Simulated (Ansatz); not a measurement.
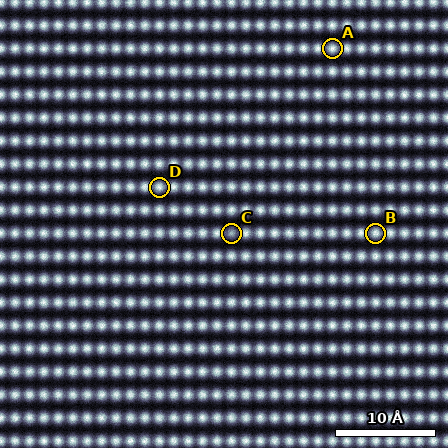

HAADF-like image of Ti (P6_3/mmc, No. 194) along [210]. Simulated incoherent Z contrast: every atom adds Z^1.7 spread by a probe of 0.92 Å full width; channelling and multiple scattering are left out. The probe carries 15 % of its weight in a tail 2.5 times as wide. The display is stretched by a gamma of 0.8; percentages refer to the linear signal. Shot noise was added.

The sample is 3 repeats (15.4 Å) thick. One point defect was put into the perfect crystal, without relaxing the atoms around it. Brightness is counted from the darkest point of the image. Host structure: the end point of a relaxation with DFT, RPBE, plane waves (420 eV) with PAW, scalar-relativistic (Ansatz); the starting structure was generated, so it need not be a known form of this composition.

Which ringed column holds the defect, and does it scatter more or less than its equals?

Answer. C; it scatters less. The column holds 3 atoms (Ti) through the sample, and one Ti atom is missing, so its peak drops to about 65 % of that of its equals.
